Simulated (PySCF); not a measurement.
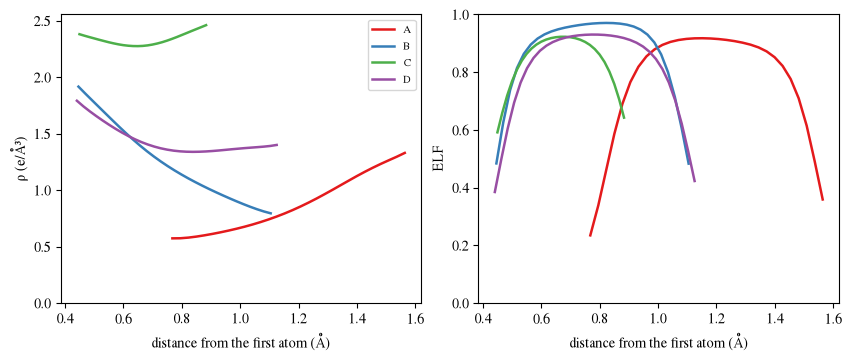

The picture shows: C₂H₅GaS₂Si. Total electron density and electron localisation function along straight lines between neighbouring atoms. The curves leave out the atomic cores.

Geometry: GFN2-xTB.

Computed with CAM-B3LYP/def2-SVPD, SCF density, gas phase (PySCF).

```xyz
11

C    -0.9847    0.5549    0.7491
C    -0.3121    1.6167    0.3031
S     0.8740    1.7281   -0.9994
Ga    1.9492   -0.2545   -0.9402
S     1.1615   -1.9831    0.1896
Si   -0.9008   -1.2324    0.1706
H    -1.6833    0.7523    1.5537
H    -0.4832    2.6002    0.7218
H     3.3253   -0.2762   -1.6965
H    -1.3927   -1.3855   -1.2064
H    -1.5479   -2.1179    1.1285
```

Which curve belongs to which contact (C–C, C–S, C–Si and Si–S)? The first atom named is at distance zero.

Curve A: Si–S (2.19 Å): ρ is about 0.74 e/Å³ halfway; the ELF peaks at about 0.90 between the atoms; a covalent bond. Curve B: C–Si (1.88 Å): ρ is about 0.96 e/Å³ halfway; the ELF peaks at about 1 between the atoms: a covalent bond. Curve C: C–C (1.33 Å): ρ at the midpoint is about 2.3 e/Å³; the ELF peaks at about 0.90 between the atoms (a short, multiple covalent bond). Curve D: C–S (1.77 Å): ρ is about 1.3 e/Å³ halfway; the ELF peaks at about 0.95 between the atoms: a shared electron pair.
